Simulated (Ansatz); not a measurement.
# The perfect W wire along [100], 45 atoms a period

Wanted: the relaxed geometry and the bands of the W wire along [100], 45 atoms a period.

Calculated with Ansatz 0.2.0; DFT PBE, plane waves, PAW; relaxation of a wire's period; PAW set soft_1, in the first sound run; inputs show where later runs differ.

## (1) Starting point

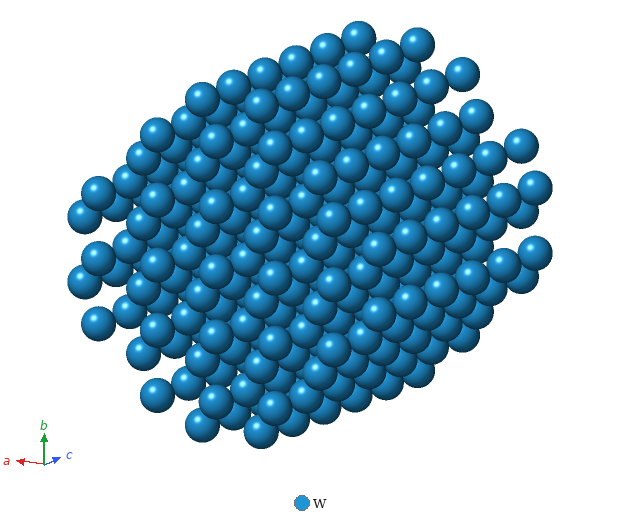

The cell as given, at a slant to the c axis (tungsten blue). 1×1×6 cells are drawn. Some periodic images of atoms are drawn too.

The cell holds 45 atoms: 45 W. Its edges and angles: a = 22.650 Å, b = 22.650 Å, c = 3.170 Å, α = 90.0°, β = 90.0°, γ = 90.0°. Vacuum lies along a and b. The structure's axis is c.

## (2) Relaxation of atoms and period

Band widths follow the bond lengths, so the wire is relaxed first. The atoms and the third cell vector are free; the box across stays fixed as vacuum. A Fermi-Dirac smearing is set since the result may be a metal. The pressure printed is a third of the stress's trace over the whole box, vacuum included; only the stress along the axis is relaxed.

input.yaml

```yaml
crystal:
  lattice:
    - [22.65, 0.0, 0.0]
    - [0.0, 22.65, 0.0]
    - [0.0, 0.0, 3.17]
  atoms:
    - { symbol: W, position: [0.2200883, 0.36004415, 0.0] }
    - { symbol: W, position: [0.2200883, 0.5, 0.0] }
    - { symbol: W, position: [0.2200883, 0.63995585, 0.0] }
    - { symbol: W, position: [0.36004415, 0.2200883, 0.0] }
    - { symbol: W, position: [0.36004415, 0.36004415, 0.0] }
    - { symbol: W, position: [0.36004415, 0.5, 0.0] }
    - { symbol: W, position: [0.36004415, 0.63995585, 0.0] }
    - { symbol: W, position: [0.36004415, 0.7799117, 0.0] }
    - { symbol: W, position: [0.5, 0.2200883, 0.0] }
    - { symbol: W, position: [0.5, 0.36004415, 0.0] }
    - { symbol: W, position: [0.5, 0.5, 0.0] }
    - { symbol: W, position: [0.5, 0.63995585, 0.0] }
    - { symbol: W, position: [0.5, 0.7799117, 0.0] }
    - { symbol: W, position: [0.63995585, 0.2200883, 0.0] }
    - { symbol: W, position: [0.63995585, 0.36004415, 0.0] }
    - { symbol: W, position: [0.63995585, 0.5, 0.0] }
    - { symbol: W, position: [0.63995585, 0.63995585, 0.0] }
    - { symbol: W, position: [0.63995585, 0.7799117, 0.0] }
    - { symbol: W, position: [0.7799117, 0.36004415, 0.0] }
    - { symbol: W, position: [0.7799117, 0.5, 0.0] }
    - { symbol: W, position: [0.7799117, 0.63995585, 0.0] }
    - { symbol: W, position: [0.150110375, 0.430022075, 0.5] }
    - { symbol: W, position: [0.150110375, 0.569977925, 0.5] }
    - { symbol: W, position: [0.290066225, 0.290066225, 0.5] }
    - { symbol: W, position: [0.290066225, 0.430022075, 0.5] }
    - { symbol: W, position: [0.290066225, 0.569977925, 0.5] }
    - { symbol: W, position: [0.290066225, 0.709933775, 0.5] }
    - { symbol: W, position: [0.430022075, 0.150110375, 0.5] }
    - { symbol: W, position: [0.430022075, 0.290066225, 0.5] }
    - { symbol: W, position: [0.430022075, 0.430022075, 0.5] }
    - { symbol: W, position: [0.430022075, 0.569977925, 0.5] }
    - { symbol: W, position: [0.430022075, 0.709933775, 0.5] }
    - { symbol: W, position: [0.430022075, 0.849889625, 0.5] }
    - { symbol: W, position: [0.569977925, 0.150110375, 0.5] }
    - { symbol: W, position: [0.569977925, 0.290066225, 0.5] }
    - { symbol: W, position: [0.569977925, 0.430022075, 0.5] }
    - { symbol: W, position: [0.569977925, 0.569977925, 0.5] }
    - { symbol: W, position: [0.569977925, 0.709933775, 0.5] }
    - { symbol: W, position: [0.569977925, 0.849889625, 0.5] }
    - { symbol: W, position: [0.709933775, 0.290066225, 0.5] }
    - { symbol: W, position: [0.709933775, 0.430022075, 0.5] }
    - { symbol: W, position: [0.709933775, 0.569977925, 0.5] }
    - { symbol: W, position: [0.709933775, 0.709933775, 0.5] }
    - { symbol: W, position: [0.849889625, 0.430022075, 0.5] }
    - { symbol: W, position: [0.849889625, 0.569977925, 0.5] }
kpoints:
  mp_grid: { grid: [1, 1, 26] }
scf:
  occupations: { method: fermi_dirac, width: 0.05 }
hamiltonian:
  xc: pbe
  pseudopotentials: { kind: paw, azcp: { folder: soft_1 } }
relax:
  cell: { fix: [a, b, alpha, beta, gamma] }
  max_steps: 45
  f_tol: 0.03
```

Started as:

```
$ ansatz run input.yaml --threads 16 --pin off --max-ram 61440MiB --backend cuda --events-out ev --progress --plain --runs-dir out --max-vram 78GiB
```

Numbers of over 12 decimals in the logs are rounded to 6 here.

Log:

```text
Engine: ansatz 0.2.0, aarch64-unknown-linux-gnu
Pseudopotentials: kind: paw
Pseudopotential: W, paw, valence charge 14, recommended cutoff 420 eV (normal), soft_1/W.paw.azcp
Functional definition: PBE
  parameter kappa = 0.804
  parameter beta = 0.066725
  exchange = pbe_x(kappa = kappa, mu = beta*pi^2/3)
  correlation = pbe_c(beta = beta)
[...]
Crystal: 45 atoms, lattice volume = 1626.281 Å³
Basis set: ecut = 420 eV, 31879 PW (Γ), exchange–correlation on 320×320×48 points (8 copies of the dense FFT grid, shifted against one another)
Bands: 378, of which v1, the nominal top of the filled ones, is band 315 counted from 1 (314 counted from 0)
Symmetry: 16 space group operations
Space group: P4/mmm (ITA 123), of the structure as read, at distance tolerance 1.2e-4 Å
k-points: 14 of 26
Non-local potential: W, projectors of the file, l = 0: 3, l = 1: 2, l = 2: 2, l = 3: 1
PAW form: soft (Blöchl's): semilocal exchange-correlation on the pseudo side does not see the compensation charge
PAW one-centre angular grid: W, 590 points (default); XC on 64 Gauss nodes
Initial density: superposition of atomic densities (neutral atoms: chi_scale 0, normalization atom)
Initial wavefunctions: pseudopotential atomic-orbital guess
[...]
Functional: x = pbe(κ = 0.804, μ = 0.219515), c = pbe(β = 0.066725)
SCF iter   1: F=—  HF=-467353.007706 eV  |F-HF|=—  |Δ(HF+E_count)|=         —  Δρ=5.10e-2  dr2=4.13e2  ethr=3.10e-3  ⟨swp⟩=10.4  Hψ=26118  notcnv=0  defer=10
preconditioner: auto → LDOS  [metal: Δε(μ)=0.018 eV  Ē_g=4.889 eV  σ=0.050 eV  W_gap=0.09  n_scr=342 (ndim 8)  ℏωp=15.1 eV  f_vac=0.453  D(μ)=45.72/eV (n_scr^D=302)  β→1.0]
SCF iter   2: F=—  HF=-467335.348200 eV  |F-HF|=—  |Δ(HF+E_count)|=    1.77e1  Δρ=3.36e-2  dr2=1.09e2  ethr=3.10e-3  ⟨swp⟩=5.5  Hψ=15042  notcnv=0  defer=240
[...]
SCF iter  12: F=-467326.285084 eV  HF=-467326.285084 eV  |F-HF|=1.24e-8  |Δ(HF+E_count)|=   2.16e-7  Δρ=1.06e-6  dr2=5.19e-8  ethr=1.59e-11  ⟨swp⟩=5.4  Hψ=16187  notcnv=0
SCF 1 converged in 12 iterations: F = -467326.285084 eV  dr2 = 5.19e-8
  greatest PAW one-centre occupation: 0.999 electrons in one spin orbital (limit 2), on the W atom at site 19 (counted from 0), in its partial waves of l = 0
relax step   1: F+E_penalty+E_count = -467326.28508419 eV  Δ(F+E_penalty+E_count) = +0.000e0 eV  max|allowed force component| = 2.053e0 eV/Å  Δτ_max = 0.0000 Å  P = -4.342 GPa  Ω = 1626.281 Å³  fix = [a, b, alpha, beta, gamma]  reactions: a -3.743, b -3.743 GPa  (12 SCF iters, dr2 threshold 1.00e-7 eV, accepted)
[...]
Crystal: 45 atoms, lattice volume = 1562.226 Å³
Basis set: ecut = 420 eV, 30375 PW (Γ), exchange–correlation on 320×320×48 points (8 copies of the dense FFT grid, shifted against one another)
[...]
iter 1 solved again at ethr=1.67e-3 eV; its pass at ethr=3.10e-3 eV (dr2=1.05e1 eV) is discarded
SCF iter   1: F=—  HF=-467327.448148 eV  |F-HF|=—  |Δ(HF+E_count)|=         —  Δρ=1.44e-2  dr2=1.08e1  ethr=1.67e-3  ⟨swp⟩=6.6  Hψ=31839  notcnv=0  defer=3
preconditioner: auto → LDOS  [metal: Δε(μ)=0.009 eV  Ē_g=4.748 eV  σ=0.050 eV  W_gap=0.05  n_scr=318 (ndim 8)  ℏωp=15.4 eV  f_vac=0.473  D(μ)=40.83/eV (n_scr^D=234)  β→1.0]
SCF iter   2: F=—  HF=-467326.887256 eV  |F-HF|=—  |Δ(HF+E_count)|=   5.61e-1  Δρ=8.29e-3  dr2=4.26e0  ethr=1.67e-3  ⟨swp⟩=3.6  Hψ=10036  notcnv=0  defer=290
[...]
SCF iter   8: F=-467326.283110 eV  HF=-467326.283109 eV  |F-HF|=3.38e-7  |Δ(HF+E_count)|=   1.57e-5  Δρ=9.00e-6  dr2=3.28e-6  ethr=7.14e-10  ⟨swp⟩=5.7  Hψ=17709  notcnv=0
SCF 2 converged in 8 iterations: F = -467326.283110 eV  dr2 = 3.28e-6
relax step   2: F+E_penalty+E_count = -467326.28310975 eV  Δ(F+E_penalty+E_count) = +1.974e-3 eV  max|allowed force component| = 2.441e0 eV/Å  Δτ_max = 0.1918 Å  P = +5.205 GPa  Ω = 1562.226 Å³  energy of the carried Pulay correction = +1.553e-2 eV  fix = [a, b, alpha, beta, gamma]  (8 SCF iters, dr2 threshold 4.50e-6 eV, rejected (line search))
[...]
Crystal: 45 atoms, lattice volume = 1604.439 Å³
[...]
iter 1 solved again at ethr=7.39e-4 eV; its pass at ethr=3.10e-3 eV (dr2=4.66e0 eV) is discarded
[...]
SCF 3 converged in 13 iterations: F = -467328.229453 eV  dr2 = 1.19e-10
[...]
SCF 4 converged in 7 iterations: F = -467328.375527 eV  dr2 = 2.32e-6
[...]
SCF 5 converged in 8 iterations: F = -467328.405196 eV  dr2 = 3.79e-7
[...]
SCF 6 converged in 9 iterations: F = -467327.717553 eV  dr2 = 7.70e-8
[...]
SCF 7 converged in 12 iterations: F = -467328.425290 eV  dr2 = 8.49e-11
[...]
SCF 8 converged in 7 iterations: F = -467328.425906 eV  dr2 = 1.34e-8
[...]
SCF 9 converged in 5 iterations: F = -467328.420280 eV  dr2 = 2.55e-10
[...]
SCF converged after 5 iterations
[...]
--- Relaxed structure (8 steps of the walk, 6 accepted, 1 SCFs on fresh bases) ---
  F+E_penalty+E_count = -467328.42027996 eV   max|allowed force component| = 8.857e-3 eV/Å   (the final SCF, on the basis selected at the relaxed cell)
  cell:  # Å, volume = 1603.1980 Å³
    - [22.65, 0.0, 0.0]
    - [0.0, 22.65, 0.0]
    - [0.0, 0.0, 3.125005]
  atoms:
    - { symbol: W, position: [0.219731, 0.361475, 0.0] }
    - { symbol: W, position: [0.217879, 0.5, 0.0] }
    - { symbol: W, position: [0.219731, 0.638525, 0.0] }
    - { symbol: W, position: [0.361475, 0.219731, 0.0] }
    - { symbol: W, position: [0.358890, 0.358890, 0.0] }
    - { symbol: W, position: [0.359674, 0.5, 0.0] }
    - { symbol: W, position: [0.358890, 0.641110, 0.0] }
    - { symbol: W, position: [0.361475, 0.780269, 0.0] }
    - { symbol: W, position: [0.5, 0.217879, 0.0] }
    - { symbol: W, position: [0.5, 0.359674, 0.0] }
    - { symbol: W, position: [0.5, 0.5, 0.0] }
    - { symbol: W, position: [0.5, 0.640326, 0.0] }
    - { symbol: W, position: [0.5, 0.782121, 0.0] }
    - { symbol: W, position: [0.638525, 0.219731, 0.0] }
    - { symbol: W, position: [0.641110, 0.358890, 0.0] }
    - { symbol: W, position: [0.640326, 0.5, 0.0] }
    - { symbol: W, position: [0.641110, 0.641110, 0.0] }
    - { symbol: W, position: [0.638525, 0.780269, 0.0] }
    - { symbol: W, position: [0.780269, 0.361475, 0.0] }
    - { symbol: W, position: [0.782121, 0.5, 0.0] }
    - { symbol: W, position: [0.780269, 0.638525, 0.0] }
    - { symbol: W, position: [0.156750, 0.428243, 0.500000] }
    - { symbol: W, position: [0.156750, 0.571757, 0.500000] }
    - { symbol: W, position: [0.290594, 0.290594, 0.500000] }
    - { symbol: W, position: [0.289806, 0.429595, 0.500000] }
    - { symbol: W, position: [0.289806, 0.570405, 0.500000] }
    - { symbol: W, position: [0.290594, 0.709406, 0.500000] }
    - { symbol: W, position: [0.428243, 0.156750, 0.500000] }
    - { symbol: W, position: [0.429595, 0.289806, 0.500000] }
    - { symbol: W, position: [0.429788, 0.429788, 0.500000] }
    - { symbol: W, position: [0.429788, 0.570212, 0.500000] }
    - { symbol: W, position: [0.429595, 0.710194, 0.500000] }
    - { symbol: W, position: [0.428243, 0.843250, 0.500000] }
    - { symbol: W, position: [0.571757, 0.156750, 0.500000] }
    - { symbol: W, position: [0.570405, 0.289806, 0.500000] }
    - { symbol: W, position: [0.570212, 0.429788, 0.500000] }
    - { symbol: W, position: [0.570212, 0.570212, 0.500000] }
    - { symbol: W, position: [0.570405, 0.710194, 0.500000] }
    - { symbol: W, position: [0.571757, 0.843250, 0.500000] }
    - { symbol: W, position: [0.709406, 0.290594, 0.500000] }
    - { symbol: W, position: [0.710194, 0.429595, 0.500000] }
    - { symbol: W, position: [0.710194, 0.570405, 0.500000] }
    - { symbol: W, position: [0.709406, 0.709406, 0.500000] }
    - { symbol: W, position: [0.843250, 0.428243, 0.500000] }
    - { symbol: W, position: [0.843250, 0.571757, 0.500000] }
```

Run time: 24 s. Hardware: 1 × NVIDIA GB200 with 16 threads of Arm Neoverse V2, shared host; peak memory 1.8 GiB; 3.3 min of CPU time.

(Continued in part 2 of 2.)

[Logs are printed without paths, hosts, clocks, repeated set-up lines and the standing remarks that a program may print on its own settings, such as how far it seeks lower states.]

[Hosts, paths, dates, database ids (printed as entryN), source tags and the programs' standing remarks are cut or masked in the printed files.]
